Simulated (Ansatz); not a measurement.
## Molecular dynamics, with input and output: MgHSeF

MgHSeF, computed with RKS PBE0-D4/def2-SVP (Ansatz 0.2.0).

Figures and captions count atoms from 1; the log counts them from 0 in places.

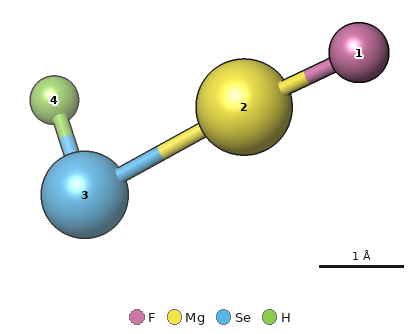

Fig. 1: The starting structure (ball-and-stick view, seen at a tilt; atoms are numbered from 1 in the order of the input). Sticks mark near contacts. Bond lengths as drawn: F–Mg 1.70 Å, H–Se 1.45 Å and Mg–Se 2.35 Å.

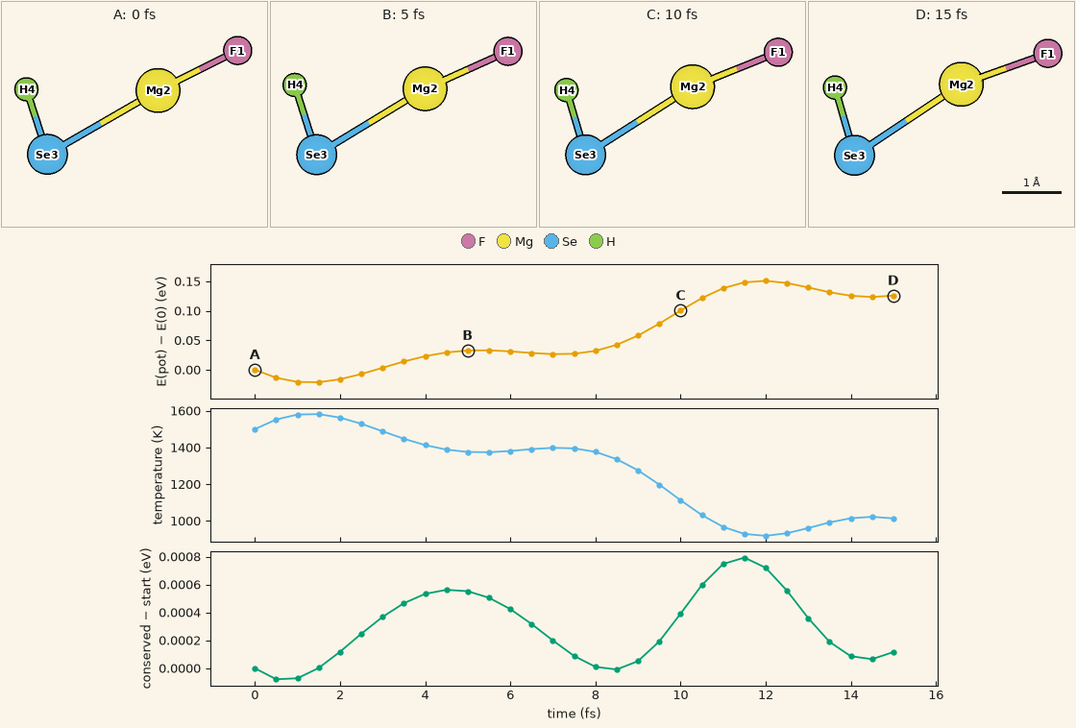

Fig. 2: Frames of the molecular dynamics (ball-and-stick, seen at a tilt) above the curves, on which the letters mark them. The trajectory kept here has 31 frames over 15 fs. The temperature starts at 1500 K, ranges from 919 to 1582 K and averages 1093 K over the second half. The potential energy ends 0.126 eV above its first value. The conserved quantity stays within 0.00087 eV. After an unweighted best fit of the last frame on the first, the root-mean-square displacement is 0.11 Å, and Mg2 has moved furthest (0.19 Å).

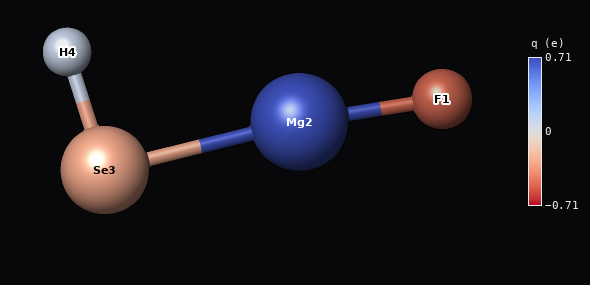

Fig. 3: Mulliken charges, as the colour of each atom (ball-and-stick view, seen on its broad side; atoms are numbered from 1 in the order of the input). By element: F −0.48, Mg +0.67, Se −0.28 and H +0.09 e.

The input that produced these results follows, with the program's output.

Input file
```yaml
crystal:
  periodic: [false, false, false]
  atoms:
    - {symbol: F, position_ang: [-2.261630, 0.693070, 0.842070]}
    - {symbol: Mg, position_ang: [-0.789840, 0.272800, 0.113360]}
    - {symbol: Se, position_ang: [1.204260, -0.183930, -1.051680]}
    - {symbol: H, position_ang: [1.847210, -0.781940, 0.096240]}
basis:
  gaussian: {orbitals: def2-SVP}
hamiltonian: {xc: pbe0, dispersion: d4}
md: {n_steps: 30, timestep: 0.5, temperature: 1500, ensemble: nve, seed: 995, initial_velocities: maxwell_boltzmann}
```

Run as:
```bash
ansatz run in.yaml --threads 1 --pin off --events-out ev --progress --plain --max-ram 4352MiB
```

Log
```
Functional definition: PBE0
  name "PBE0"
  cite "Adamo & Barone, J. Chem. Phys. 110, 6158 (1999) doi:10.1063/1.478522"
  cite "Perdew, Burke & Ernzerhof, Phys. Rev. Lett. 77, 3865 (1996) doi:10.1103/PhysRevLett.77.3865"
  parent pbe
  parameter a = 0.25
  parameter kappa = 0.804
  parameter beta = 0.06672455060314922
  exchange = (1 - a)*pbe_x(kappa = kappa, mu = beta*pi^2/3) + a*exact_x
  correlation = pbe_c(beta = beta)
674 factors; integrals over basis functions are off by at most 2.3e-4 eV
mean field evaluation 1: about -73501.7822 eV, gradient 4.1e1 eV
mean field evaluation 2: about -73493.5251 eV, gradient 8.3e1 eV
mean field evaluation 4: about -73504.8378 eV, gradient 3.3e0 eV
mean field evaluation 8: about -73504.9040 eV, gradient 9.3e-2 eV
mean field evaluation 16: about -73504.9040 eV, gradient 2.7e-5 eV
mean field -73504.90402873 eV, -2701.2553996422 hartree, gradient 2.7e-5 eV, S^2 0.000000; 0 other end points of the search recorded, 0 dependent functions left out
the calculation of the forces begins
reference -73504.90406154 eV, -2701.2554008482 hartree; 28, 28 occupied and 41, 41 virtual orbitals, 674 factors
md step     0: t =     0.00 fs  T =  1500.0 K  F+E_penalty+E_count = -73504.95115601 eV  E_kin = 0.387780 eV  conserved = -73504.56337601 eV  (25 SCF iters)
these checks for a lower state are left out or cut short: starts, cluster_reference, orbital_swaps, neighbouring_geometries, increment
674 factors; integrals over basis functions are off by at most 2.1e-4 eV
mean field -73504.91756838 eV, -2701.2558972155 hartree, gradient 2.2e-5 eV, S^2 0.000000; 0 other end points of the search recorded, 0 dependent functions left out
the calculation of the forces begins
reference -73504.91760119 eV, -2701.2558984211 hartree; 28, 28 occupied and 41, 41 virtual orbitals, 674 factors
md step     1: t =     0.50 fs  T =  1552.1 K  F+E_penalty+E_count = -73504.96469945 eV  E_kin = 0.401244 eV  conserved = -73504.56345541 eV  (30 SCF iters, 21 dispersion substeps)
[... from here on the SCF iterations and repeated set-up lines of each step are left out, up to the last step ...]
md step     2: t =     1.00 fs  T =  1579.4 K  F+E_penalty+E_count = -73504.97175104 eV  E_kin = 0.408303 eV  conserved = -73504.56344844 eV  (30 SCF iters, 21 dispersion substeps)
md step     3: t =     1.50 fs  T =  1581.6 K  F+E_penalty+E_count = -73504.97225191 eV  E_kin = 0.408878 eV  conserved = -73504.56337360 eV  (30 SCF iters, 21 dispersion substeps)
md step     4: t =     2.00 fs  T =  1562.6 K  F+E_penalty+E_count = -73504.96723427 eV  E_kin = 0.403976 eV  conserved = -73504.56325821 eV  (31 SCF iters, 21 dispersion substeps)
md step     5: t =     2.50 fs  T =  1529.0 K  F+E_penalty+E_count = -73504.95841022 eV  E_kin = 0.395281 eV  conserved = -73504.56312907 eV  (31 SCF iters, 21 dispersion substeps)
md step     6: t =     3.00 fs  T =  1488.3 K  F+E_penalty+E_count = -73504.94775195 eV  E_kin = 0.384744 eV  conserved = -73504.56300783 eV  (31 SCF iters, 21 dispersion substeps)
md step     7: t =     3.50 fs  T =  1447.6 K  F+E_penalty+E_count = -73504.93714299 eV  E_kin = 0.374233 eV  conserved = -73504.56290951 eV  (31 SCF iters, 21 dispersion substeps)
md step     8: t =     4.00 fs  T =  1413.0 K  F+E_penalty+E_count = -73504.92812724 eV  E_kin = 0.365284 eV  conserved = -73504.56284336 eV  (31 SCF iters, 21 dispersion substeps)
md step     9: t =     4.50 fs  T =  1388.4 K  F+E_penalty+E_count = -73504.92174901 eV  E_kin = 0.358935 eV  conserved = -73504.56281427 eV  (32 SCF iters, 21 dispersion substeps)
md step    10: t =     5.00 fs  T =  1375.7 K  F+E_penalty+E_count = -73504.91846586 eV  E_kin = 0.355642 eV  conserved = -73504.56282389 eV  (23 SCF iters, 21 dispersion substeps)
md step    11: t =     5.50 fs  T =  1374.2 K  F+E_penalty+E_count = -73504.91811838 eV  E_kin = 0.355247 eV  conserved = -73504.56287122 eV  (23 SCF iters, 21 dispersion substeps)
md step    12: t =     6.00 fs  T =  1380.9 K  F+E_penalty+E_count = -73504.91994919 eV  E_kin = 0.356997 eV  conserved = -73504.56295212 eV  (31 SCF iters, 21 dispersion substeps)
md step    13: t =     6.50 fs  T =  1391.1 K  F+E_penalty+E_count = -73504.92267656 eV  E_kin = 0.359618 eV  conserved = -73504.56305858 eV  (31 SCF iters, 21 dispersion substeps)
md step    14: t =     7.00 fs  T =  1398.2 K  F+E_penalty+E_count = -73504.92463495 eV  E_kin = 0.361458 eV  conserved = -73504.56317701 eV  (31 SCF iters, 21 dispersion substeps)
md step    15: t =     7.50 fs  T =  1395.3 K  F+E_penalty+E_count = -73504.92400157 eV  E_kin = 0.360714 eV  conserved = -73504.56328782 eV  (31 SCF iters, 21 dispersion substeps)
md step    16: t =     8.00 fs  T =  1376.1 K  F+E_penalty+E_count = -73504.91911527 eV  E_kin = 0.355749 eV  conserved = -73504.56336596 eV  (26 SCF iters, 21 dispersion substeps)
md step    17: t =     8.50 fs  T =  1336.4 K  F+E_penalty+E_count = -73504.90887065 eV  E_kin = 0.345486 eV  conserved = -73504.56338502 eV  (31 SCF iters, 21 dispersion substeps)
md step    18: t =     9.00 fs  T =  1275.7 K  F+E_penalty+E_count = -73504.89311927 eV  E_kin = 0.329794 eV  conserved = -73504.56332531 eV  (30 SCF iters, 21 dispersion substeps)
md step    19: t =     9.50 fs  T =  1198.2 K  F+E_penalty+E_count = -73504.87295346 eV  E_kin = 0.309769 eV  conserved = -73504.56318443 eV  (30 SCF iters, 21 dispersion substeps)
md step    20: t =    10.00 fs  T =  1113.0 K  F+E_penalty+E_count = -73504.85071209 eV  E_kin = 0.287727 eV  conserved = -73504.56298546 eV  (30 SCF iters, 21 dispersion substeps)
md step    21: t =    10.50 fs  T =  1032.1 K  F+E_penalty+E_count = -73504.82958742 eV  E_kin = 0.266808 eV  conserved = -73504.56277963 eV  (30 SCF iters, 21 dispersion substeps)
md step    22: t =    11.00 fs  T =   967.8 K  F+E_penalty+E_count = -73504.81283604 eV  E_kin = 0.250207 eV  conserved = -73504.56262888 eV  (23 SCF iters, 21 dispersion substeps)
md step    23: t =    11.50 fs  T =   929.3 K  F+E_penalty+E_count = -73504.80282366 eV  E_kin = 0.240241 eV  conserved = -73504.56258311 eV  (23 SCF iters, 21 dispersion substeps)
md step    24: t =    12.00 fs  T =   919.1 K  F+E_penalty+E_count = -73504.80026873 eV  E_kin = 0.237612 eV  conserved = -73504.56265641 eV  (23 SCF iters, 21 dispersion substeps)
md step    25: t =    12.50 fs  T =   933.0 K  F+E_penalty+E_count = -73504.80402966 eV  E_kin = 0.241210 eV  conserved = -73504.56282013 eV  (30 SCF iters, 21 dispersion substeps)
md step    26: t =    13.00 fs  T =   961.3 K  F+E_penalty+E_count = -73504.81153580 eV  E_kin = 0.248519 eV  conserved = -73504.56301718 eV  (30 SCF iters, 21 dispersion substeps)
md step    27: t =    13.50 fs  T =   992.1 K  F+E_penalty+E_count = -73504.81965532 eV  E_kin = 0.256468 eV  conserved = -73504.56318736 eV  (30 SCF iters, 21 dispersion substeps)
md step    28: t =    14.00 fs  T =  1014.7 K  F+E_penalty+E_count = -73504.82562217 eV  E_kin = 0.262332 eV  conserved = -73504.56328969 eV  (32 SCF iters, 21 dispersion substeps)
md step    29: t =    14.50 fs  T =  1022.7 K  F+E_penalty+E_count = -73504.82768950 eV  E_kin = 0.264379 eV  conserved = -73504.56331054 eV  (31 SCF iters, 21 dispersion substeps)
these checks for a lower state are left out or cut short: starts, cluster_reference, orbital_swaps, neighbouring_geometries, increment
674 factors; integrals over basis functions are off by at most 2.2e-4 eV
mean field -73504.77840023 eV, -2701.2507828802 hartree, gradient 2.4e-5 eV, S^2 0.000000; 0 other end points of the search recorded, 0 dependent functions left out
the calculation of the forces begins
reference -73504.77843280 eV, -2701.2507840772 hartree; 28, 28 occupied and 41, 41 virtual orbitals, 674 factors
674 factors; integrals over basis functions are off by at most 2.2e-4 eV
mean field -73504.77840023 eV, -2701.2507828802 hartree, gradient 2.4e-5 eV, S^2 0.000000; 1 other end points of the search recorded, 0 dependent functions left out
the calculation of the forces begins
reference -73504.77843280 eV, -2701.2507840772 hartree; 28, 28 occupied and 41, 41 virtual orbitals, 674 factors
md step    30: t =    15.00 fs  T =  1013.9 K  F+E_penalty+E_count = -73504.82537027 eV  E_kin = 0.262110 eV  conserved = -73504.56325984 eV  (25 SCF iters, 21 dispersion substeps)
Total energy: -73504.82540285 eV, -2701.2525101945 hartree
Atom 0 at    -2.351139     0.778381     0.773140 Å, force     1.510408    -0.646733    -0.353452 eV/Å
Atom 1 at    -0.689905     0.162888     0.218765 Å, force    -2.590997     0.939078     0.880336 eV/Å
Atom 2 at     1.195495    -0.170412    -1.068008 Å, force     1.092544    -0.379722    -0.264995 eV/Å
Atom 3 at     1.811314    -0.798665     0.133090 Å, force    -0.011955     0.087376    -0.261889 eV/Å
Dipole moment:     0.390418    -0.306709     0.213271 e Å
```

Trajectory as extended XYZ (Å, eV, eV/Å), 21 of the 31 frames kept, from step=0 to step=30
```
4
Properties=species:S:1:pos:R:3:forces:R:3 step=0 time_fs=0.0 energy=-73504.95116 temperature=1500.0
F    -2.2616    0.6931    0.8421   -1.3895   0.3733   0.7138
Mg   -0.7898    0.2728    0.1134    0.8477  -0.2440  -0.3758
Se    1.2043   -0.1839   -1.0517    0.3084   0.1256  -0.8802
H     1.8472   -0.7819    0.0962    0.2334  -0.2548   0.5423
4
Properties=species:S:1:pos:R:3:forces:R:3 step=2 time_fs=1.0 energy=-73504.97175 temperature=1579.4
F    -2.2679    0.6991    0.8372   -1.0786   0.2867   0.5557
Mg   -0.7804    0.2646    0.1191    0.4612  -0.1387  -0.1760
Se    1.2027   -0.1827   -1.0526    0.7064  -0.1933  -0.3452
H     1.8581   -0.7949    0.1207   -0.0891   0.0453  -0.0346
4
Properties=species:S:1:pos:R:3:forces:R:3 step=3 time_fs=1.5 energy=-73504.97225 temperature=1581.6
F    -2.2713    0.7021    0.8349   -0.9196   0.2408   0.4779
Mg   -0.7756    0.2605    0.1220    0.2638  -0.0835  -0.0765
Se    1.2020   -0.1821   -1.0531    0.8889  -0.3377  -0.1079
H     1.8634   -0.8013    0.1331   -0.2331   0.1803  -0.2935
4
Properties=species:S:1:pos:R:3:forces:R:3 step=4 time_fs=2.0 energy=-73504.96723 temperature=1562.6
F    -2.2747    0.7052    0.8327   -0.7604   0.1939   0.4019
Mg   -0.7708    0.2563    0.1249    0.0660  -0.0272   0.0212
Se    1.2013   -0.1815   -1.0536    1.0518  -0.4643   0.0955
H     1.8681   -0.8074    0.1448   -0.3574   0.2977  -0.5187
4
Properties=species:S:1:pos:R:3:forces:R:3 step=6 time_fs=3.0 energy=-73504.94775 temperature=1488.3
F    -2.2819    0.7115    0.8284   -0.4464   0.0983   0.2577
Mg   -0.7612    0.2481    0.1306   -0.3253   0.0871   0.2080
Se    1.2000   -0.1803   -1.0545    1.3081  -0.6554   0.3856
H     1.8748   -0.8171    0.1641   -0.5364   0.4700  -0.8513
4
Properties=species:S:1:pos:R:3:forces:R:3 step=8 time_fs=4.0 energy=-73504.92813 temperature=1413.0
F    -2.2894    0.7178    0.8241   -0.1455   0.0029   0.1267
Mg   -0.7517    0.2398    0.1364   -0.7021   0.2013   0.3785
Se    1.1988   -0.1792   -1.0555    1.4673  -0.7603   0.5173
H     1.8764   -0.8223    0.1753   -0.6198   0.5560  -1.0225
4
Properties=species:S:1:pos:R:3:forces:R:3 step=9 time_fs=4.5 energy=-73504.92175 temperature=1388.4
F    -2.2931    0.7209    0.8221   -0.0020  -0.0439   0.0669
Mg   -0.7470    0.2357    0.1393   -0.8826   0.2577   0.4563
Se    1.1983   -0.1787   -1.0559    1.5109  -0.7811   0.5258
H     1.8751   -0.8230    0.1774   -0.6263   0.5673  -1.0490
4
Properties=species:S:1:pos:R:3:forces:R:3 step=10 time_fs=5.0 energy=-73504.91847 temperature=1375.7
F    -2.2969    0.7241    0.8200    0.1360  -0.0899   0.0111
Mg   -0.7425    0.2317    0.1423   -1.0566   0.3131   0.5286
Se    1.1978   -0.1782   -1.0563    1.5305  -0.7809   0.4970
H     1.8722   -0.8223    0.1769   -0.6100   0.5576  -1.0367
4
Properties=species:S:1:pos:R:3:forces:R:3 step=12 time_fs=6.0 energy=-73504.91995 temperature=1380.9
F    -2.3043    0.7304    0.8159    0.3939  -0.1782  -0.0882
Mg   -0.7337    0.2237    0.1485   -1.3827   0.4204   0.6559
Se    1.1971   -0.1773   -1.0571    1.4974  -0.7172   0.3267
H     1.8621   -0.8170    0.1686   -0.5086   0.4750  -0.8945
4
Properties=species:S:1:pos:R:3:forces:R:3 step=14 time_fs=7.0 energy=-73504.92464 temperature=1398.2
F    -2.3116    0.7365    0.8117    0.6253  -0.2609  -0.1709
Mg   -0.7254    0.2158    0.1549   -1.6761   0.5214   0.7595
Se    1.1964   -0.1765   -1.0579    1.3665  -0.5671   0.0037
H     1.8473   -0.8073    0.1518   -0.3157   0.3066  -0.5923
4
Properties=species:S:1:pos:R:3:forces:R:3 step=15 time_fs=7.5 energy=-73504.92400 temperature=1395.3
F    -2.3151    0.7396    0.8096    0.7308  -0.2997  -0.2063
Mg   -0.7215    0.2119    0.1582   -1.8094   0.5690   0.8024
Se    1.1962   -0.1761   -1.0582    1.2654  -0.4603  -0.2137
H     1.8386   -0.8011    0.1411   -0.1868   0.1910  -0.3824
4
Properties=species:S:1:pos:R:3:forces:R:3 step=16 time_fs=8.0 energy=-73504.91911 temperature=1376.1
F    -2.3185    0.7426    0.8074    0.8292  -0.3367  -0.2377
Mg   -0.7178    0.2081    0.1616   -1.9334   0.6145   0.8395
Se    1.1960   -0.1758   -1.0586    1.1436  -0.3349  -0.4638
H     1.8295   -0.7946    0.1295   -0.0394   0.0572  -0.1380
4
Properties=species:S:1:pos:R:3:forces:R:3 step=18 time_fs=9.0 energy=-73504.89312 temperature=1275.7
F    -2.3250    0.7484    0.8030    1.0051  -0.4053  -0.2895
Mg   -0.7110    0.2007    0.1687   -2.1522   0.6982   0.8974
Se    1.1957   -0.1751   -1.0594    0.8592  -0.0482  -1.0241
H     1.8113   -0.7814    0.1059    0.2879  -0.2447   0.4162
4
Properties=species:S:1:pos:R:3:forces:R:3 step=20 time_fs=10.0 energy=-73504.85071 temperature=1113.0
F    -2.3310    0.7541    0.7985    1.1534  -0.4659  -0.3275
Mg   -0.7051    0.1936    0.1761   -2.3303   0.7707   0.9353
Se    1.1955   -0.1744   -1.0604    0.5833   0.2262  -1.5508
H     1.7958   -0.7705    0.0863    0.5936  -0.5310   0.9429
4
Properties=species:S:1:pos:R:3:forces:R:3 step=21 time_fs=10.5 energy=-73504.82959 temperature=1032.1
F    -2.3338    0.7568    0.7962    1.2173  -0.4933  -0.3417
Mg   -0.7024    0.1901    0.1799   -2.4035   0.8023   0.9475
Se    1.1954   -0.1740   -1.0609    0.4793   0.3286  -1.7440
H     1.7901   -0.7668    0.0796    0.7069  -0.6377   1.1381
4
Properties=species:S:1:pos:R:3:forces:R:3 step=22 time_fs=11.0 energy=-73504.81284 temperature=967.8
F    -2.3364    0.7595    0.7938    1.2747  -0.5185  -0.3529
Mg   -0.7000    0.1868    0.1839   -2.4661   0.8307   0.9556
Se    1.1954   -0.1737   -1.0615    0.4137   0.3920  -1.8601
H     1.7860   -0.7647    0.0756    0.7777  -0.7041   1.2574
4
Properties=species:S:1:pos:R:3:forces:R:3 step=24 time_fs=12.0 energy=-73504.80027 temperature=919.1
F    -2.3411    0.7647    0.7889    1.3699  -0.5629  -0.3671
Mg   -0.6959    0.1803    0.1920   -2.5589   0.8771   0.9599
Se    1.1953   -0.1729   -1.0629    0.4213   0.3759  -1.8125
H     1.7835   -0.7655    0.0766    0.7677  -0.6901   1.2197
4
Properties=species:S:1:pos:R:3:forces:R:3 step=26 time_fs=13.0 energy=-73504.81154 temperature=961.3
F    -2.3452    0.7696    0.7838    1.4402  -0.5990  -0.3713
Mg   -0.6929    0.1741    0.2006   -2.6093   0.9101   0.9490
Se    1.1953   -0.1721   -1.0644    0.5947   0.1856  -1.4230
H     1.7883   -0.7727    0.0892    0.5744  -0.4967   0.8453
4
Properties=species:S:1:pos:R:3:forces:R:3 step=27 time_fs=13.5 energy=-73504.81965 temperature=992.1
F    -2.3470    0.7719    0.7812    1.4664  -0.6140  -0.3699
Mg   -0.6918    0.1712    0.2050   -2.6191   0.9217   0.9379
Se    1.1953   -0.1717   -1.0653    0.7184   0.0493  -1.1465
H     1.7928   -0.7783    0.0988    0.4343  -0.3570   0.5786
4
Properties=species:S:1:pos:R:3:forces:R:3 step=28 time_fs=14.0 energy=-73504.82562 temperature=1014.7
F    -2.3486    0.7741    0.7786    1.4867  -0.6269  -0.3665
Mg   -0.6909    0.1683    0.2095   -2.6191   0.9303   0.9228
Se    1.1953   -0.1712   -1.0662    0.8498  -0.0975  -0.8478
H     1.7984   -0.7847    0.1098    0.2826  -0.2059   0.2915
4
Properties=species:S:1:pos:R:3:forces:R:3 step=30 time_fs=15.0 energy=-73504.82537 temperature=1013.9
F    -2.3511    0.7784    0.7731    1.5104  -0.6467  -0.3535
Mg   -0.6899    0.1629    0.2188   -2.5910   0.9391   0.8803
Se    1.1955   -0.1704   -1.0680    1.0925  -0.3797  -0.2650
H     1.8113   -0.7987    0.1331   -0.0120   0.0874  -0.2619
```

Summary

```csv
quantity,value
outcome,finished
mean temperature over the second half,1093 K
trajectory,"30 steps, 15 fs"
ensemble,nve
temperature in the input,1500 K
time step,0.5 fs
potential energy (last step),−73504.8254 eV
mean-field energy (last step),−73504.7784 eV
dispersion energy (last step),−0.0470 eV
SCF solution under orbital rotations (last step),stable
largest force (length of the vector) (last step),2.893 eV/Å
dipole moment (last step),2.60 D
hardware,"1 CPU thread, shared host"
wall time,60 s
peak memory,0.17 GiB
```

Notes

So short a trajectory is not equilibrated.
